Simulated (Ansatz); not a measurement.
Breaking the Ga1–H2 bond in GaH3Se (SMILES [GaH2][SeH]) (multiplicity 1 held, fragments rigid). Energies count from the point at 1.561 Å.
Geometry at that point (charge 0, multiplicity 1):
```xyz
5

Ga     0.27486     0.01122    -1.15295
H     -0.80376    -0.57602    -2.11692
H      1.66170     0.60371    -1.55588
Se    -0.30399    -0.02840     1.11359
H      0.95712     0.59005     1.55217
```

R- and RO- levels are restricted; in cc, def2 and unpolarised 6-31G sets they are followed outwards from rest. Active spaces are followed from a long bond inwards. Curves can end on different states.

Correlated levels freeze the cores. Filled d and f shells under p-block atoms count as core.

Codes used: Ansatz (a first-principles code) with Gaussian orbitals. Values without a source in brackets are computed.

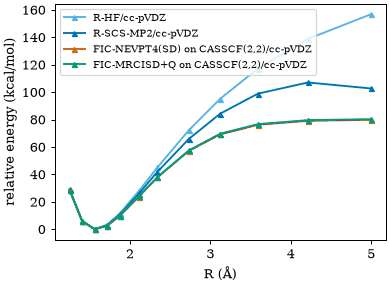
Figure: Relative energy along the coordinate

Question: Read off the R-SCS-MP2/cc-pVDZ curve at R = 3.122.

Answer: about 84 kcal/mol

Doubts at one or more of the structures used: a restricted determinant that unrestricted orbitals would lower (R-HF/cc-pVDZ, R-SCS-MP2/cc-pVDZ).
